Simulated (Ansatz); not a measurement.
```xyz
8

N     0.0678    0.1069   -1.5736
H     0.7709   -0.5127   -1.9571
H    -0.8053   -0.1045   -2.0412
H     0.3276    1.0503   -1.8341
As    0.3330    0.2858    1.6412
H    -1.1527    0.3737    1.3409
H     0.3854   -1.1933    1.3026
H     0.0732   -0.0061    3.1214
```

Geometry: PBE0-D4/def2-TZVP.

Computed with Ansatz 0.2.0, RKS PBE0-D4/def2-TZVPPD.

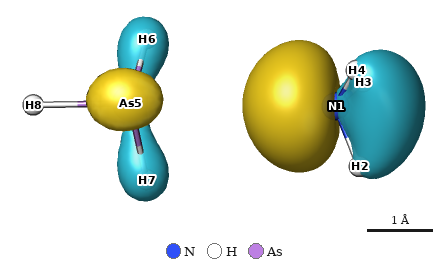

NH3···AsH3. The HOMO−1 at ±0.15 Å⁻³ᐟ² (yellow and cyan are the two phases), seen across its widest extent.

Describe this orbital and give its energy.

It lies mainly on N1 (about 65 %) and As5 (about 15 %). Its energy is −7.96 eV.
